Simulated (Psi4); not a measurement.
**C3H6F2 (SMILES FCCCF): r2SCAN/cc-pVDZ**

Aim: the energy change on altering one bond length of C3H6F2 at r2SCAN/cc-pVDZ, from 2 runs. 

The results are computed with Psi4 1.11.

1 further run of the same task is left out (set aside as unsound or not needed).

**1. The structure to begin with**

C3H6F2: 11 atoms, total charge 0, spin state singlet. SMILES: `FCCCF`. The shape is that of a PBE0-D4/def2-TZVP optimisation. This is one conformer, not always the lowest.

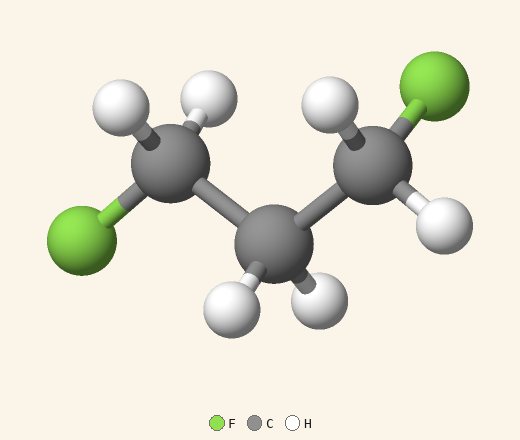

The structure, seen from a chosen angle (fluorine green, carbon grey, hydrogen white).

**2. The energy at r2SCAN/cc-pVDZ**

calc.in reads:

```
memory 1600 mb

molecule m {
  0 1
  F     -1.964400     1.432700    -0.107100
  C     -0.715300     1.000700     0.300600
  C     -0.375000    -0.298800    -0.387800
  C      0.967500    -0.838200     0.034700
  F      1.975600     0.040200    -0.331200
  H     -0.744500     0.875300     1.388600
  H      0.008000     1.781800     0.054100
  H     -0.388200    -0.154300    -1.471600
  H     -1.138100    -1.046200    -0.147100
  H      1.026200    -0.968100     1.120800
  H      1.173400    -1.798000    -0.445900
  units angstrom
  symmetry c1
}

set basis cc-pVDZ
set reference rks
set puream true
set e_convergence 1e-09
set d_convergence 1e-08
set scf_type pk
set dft_radial_points 99
set dft_spherical_points 590

E, wfn = energy('r2scan', return_wfn=True)
oeprop(wfn, 'MAYER_INDICES', 'QUADRUPOLE', 'LOWDIN_CHARGES')
```

Command:

```sh
$ psi4 -n 1 calc.in calc.out
```

calc.out:

```text
[...]
  Running in c1 symmetry.
[...]
  Nuclear repulsion =  184.503528916065250
[...]
  Multiplicity = 1
[...]
  Nalpha       = 21
  Nbeta        = 21
[...]
    Number of basis functions: 100
[...]
   @RKS iter   1:  -317.20104475795659   -2.39376e-01   6.94079e-03 DIIS/ADIIS
[...]
   @RKS iter  12:  -317.45716635399867   -2.27374e-12   6.94433e-09 DIIS
[...]
    Orbital Energies [Eh]
    ---------------------
    Doubly Occupied:
       1A    -24.482152     2A    -24.475626     3A    -10.125796
       4A    -10.117700     5A    -10.057711     6A     -1.150969
       7A     -1.144799     8A     -0.767801     9A     -0.655284
      10A     -0.577571    11A     -0.479265    12A     -0.472011
      13A     -0.452071    14A     -0.439989    15A     -0.413317
      16A     -0.388963    17A     -0.357367    18A     -0.316716
      19A     -0.299663    20A     -0.290812    21A     -0.282866
[...]
  @RKS Final Energy:  -317.45716635399867
   => Energetics <=
    Nuclear Repulsion Energy =            184.5035289160652496
    One-Electron Energy =                -802.8667627995232579
    Two-Electron Energy =                 340.2696814206673253
    DFT Exchange-Correlation Energy =     -39.3636138912080540
    Empirical Dispersion Energy =           0.0000000000000000
    VV10 Nonlocal Energy =                  0.0000000000000000
    Total Energy =                       -317.4571663539986730
[...]
 Multipole Moments:
 ------------------------------------------------------------------------------------
     Multipole            Electronic (a.u.)      Nuclear  (a.u.)        Total (a.u.)
 ------------------------------------------------------------------------------------
 L = 1.  Multiply by 2.5417464519 to convert [e a0] to [Debye]
 Dipole X            :          0.0904476           -0.0079578            0.0824898
 Dipole Y            :          3.1466506           -3.7858827           -0.6392322
 Dipole Z            :         -0.9897574            1.2759935            0.2862361
 Magnitude           :                                                    0.7052329
 L = 2.  Multiply by 1.3450342976 to convert [e a0^2] to [Debye ang]
 Quadrupole XX       :       -326.2411556          299.2745380          -26.9666176
 Quadrupole XY       :        127.5896082         -126.4429836            1.1466246
[...]
```

Run time: 61 s. Hardware: 1 thread of Intel Xeon Platinum 8488C (Sapphire Rapids), shared host; peak memory 0.83 GiB.

**3. The distorted shape, same level**

input.dat reads:

```
memory 1.6 GB

molecule mol {
  0 1
  F     -2.015456     1.627666    -0.003818
  C     -0.766356     1.195666     0.403882
  C     -0.375000    -0.298800    -0.387800
  C      0.967500    -0.838200     0.034700
  F      1.975600     0.040200    -0.331200
  H     -0.795556     1.070266     1.491882
  H     -0.043056     1.976766     0.157382
  H     -0.388200    -0.154300    -1.471600
  H     -1.138100    -1.046200    -0.147100
  H      1.026200    -0.968100     1.120800
  H      1.173400    -1.798000    -0.445900
  symmetry c1
}

set globals {
  basis cc-pVDZ
  puream true
  e_convergence 1e-09
  d_convergence 1e-08
  scf_type pk
  dft_radial_points 99
  dft_spherical_points 590
}

result, w = energy("r2scan", return_wfn=True)
oeprop(w, "DIPOLE", "LOWDIN_CHARGES", "MULLIKEN_CHARGES")
```

Command:

```sh
$ psi4 input.dat output.dat -n 1
```

output.dat:

```text
[...]
  Running in c1 symmetry.
[...]
  Nuclear repulsion =  178.981983696143857
[...]
  Multiplicity = 1
[...]
  Nalpha       = 21
  Nbeta        = 21
[...]
    Number of basis functions: 100
[...]
   @RKS iter   1:  -317.21359992123263   -4.58126e-01   6.49223e-03 DIIS/ADIIS
[...]
   @RKS iter  13:  -317.43949983622065   -8.52651e-13   1.71635e-09 DIIS
[...]
    Orbital Energies [Eh]
    ---------------------
    Doubly Occupied:
       1A    -24.480868     2A    -24.478771     3A    -10.132006
       4A    -10.124167     5A    -10.068697     6A     -1.147747
       7A     -1.146965     8A     -0.743445     9A     -0.647447
      10A     -0.580395    11A     -0.468065    12A     -0.463832
      13A     -0.445897    14A     -0.438678    15A     -0.413217
      16A     -0.388049    17A     -0.360473    18A     -0.311663
      19A     -0.297412    20A     -0.294701    21A     -0.272260
[...]
  @RKS Final Energy:  -317.43949983622065
   => Energetics <=
    Nuclear Repulsion Energy =            178.9819836961438568
    One-Electron Energy =                -791.9271767284468524
    Two-Electron Energy =                 334.7854827735540084
    DFT Exchange-Correlation Energy =     -39.2797895774716750
    Empirical Dispersion Energy =           0.0000000000000000
    VV10 Nonlocal Energy =                  0.0000000000000000
    Total Energy =                       -317.4394998362206479
[...]
 Multipole Moments:
 ------------------------------------------------------------------------------------
     Multipole            Electronic (a.u.)      Nuclear  (a.u.)        Total (a.u.)
 ------------------------------------------------------------------------------------
 L = 1.  Multiply by 2.5417464519 to convert [e a0] to [Debye]
 Dipole X            :          0.0345768            0.0231965            0.0577733
 Dipole Y            :          3.3040713           -3.9048506           -0.6007794
 Dipole Z            :         -0.9083607            1.2129710            0.3046103
 Magnitude           :                                                    0.6760629
[...]
  Mulliken Charges: (a.u.)
   Center  Symbol    Alpha    Beta     Spin     Total
       1     F     4.62372  4.62372  0.00000 -0.24744
       2     C     2.90041  2.90041  0.00000  0.19918
       3     C     3.07904  3.07904  0.00000 -0.15808
       4     C     2.88767  2.88767  0.00000  0.22467
       5     F     4.62885  4.62885  0.00000 -0.25770
       6     H     0.48266  0.48266  0.00000  0.03467
       7     H     0.47671  0.47671  0.00000  0.04658
       8     H     0.47110  0.47110  0.00000  0.05779
       9     H     0.47737  0.47737  0.00000  0.04526
      10     H     0.48740  0.48740  0.00000  0.02520
      11     H     0.48506  0.48506  0.00000  0.02988
[...]
```

It took 65 s on 1 thread of Intel Xeon Platinum 8488C (Sapphire Rapids), shared host; peak memory 0.85 GiB.

**4. What came out**

At r2SCAN/cc-pVDZ:

| quantity | value |
| --- | --- |
| first shape: total energy | -317.45717 Eh |
| first shape: dipole moment | 1.79 D |
| first shape: HOMO energy | -7.70 eV |
| first shape: LUMO energy | 1.51 eV |
| first shape: HOMO–LUMO gap | 9.21 eV |
| distorted shape: total energy | -317.43950 Eh |
| distorted shape: dipole moment | 1.72 D |
| distorted shape: HOMO energy | -7.41 eV |
| distorted shape: LUMO energy | 1.57 eV |
| distorted shape: HOMO–LUMO gap | 8.98 eV |
| energy change with the C2–C3 bond stretched from 1.509 to 1.736 Å | 0.481 eV |

With the C2–C3 bond stretched from 1.509 to 1.736 Å the energy rises by 0.48 eV (46.4 kJ/mol). The first shape isn't relaxed at this level, so the change isn't measured from a minimum. Mulliken charges (distorted shape) run from -0.26 on F5 to +0.22 on C4.
